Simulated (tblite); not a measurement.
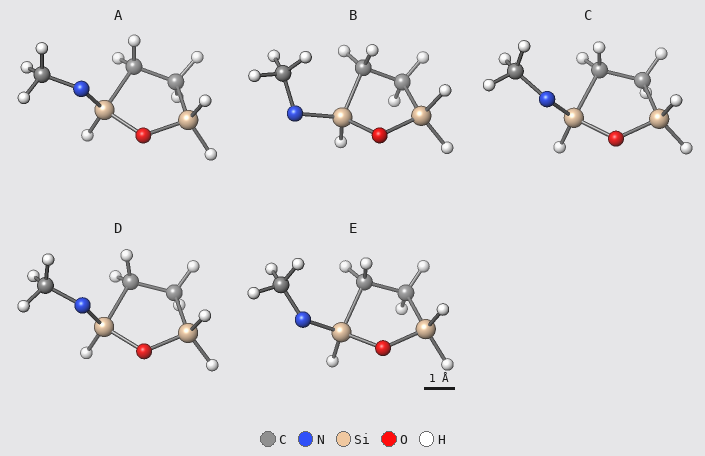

5 geometries from one relaxation of C₃H₁₀NOSi₂ (multiplicity 2), in shuffled order. The picture is a ball-and-stick view, seen at a tilt.

The calculation used tblite 0.8.0, GFN2-xTB geometry optimisation, gas phase. 

**Put them in the order of the run, from the start to the converged end.**

B, E, C, D, A. They are steps 0, 15, 25, 51, 98, at +122.7 kJ/mol, +35.1 kJ/mol, +13.0 kJ/mol, +1.97 kJ/mol relative to the last. The energy falls by 122.7 kJ/mol in 98 geometry steps. The largest move after the best rigid fit is that of the N atom, 1.18 Å. Largest moves by element: N 1.18 Å, H 1.07 Å, O 0.45 Å, C 0.44 Å, Si 0.27 Å. Among the contacts that change: N–Si 1.776 → 1.658 Å, O–Si 1.719 → 1.619 Å, C–Si 1.875 → 1.967 Å, C–Si 1.869 → 1.920 Å. Bond angles that change, for instance: Si–O–Si 101.5° → 119.9°, C–N–Si 114.5° → 131.4°, N–Si–H 112.7° → 128.5°. Groups turn about N–Si by about 100°, C–N by about 90°.
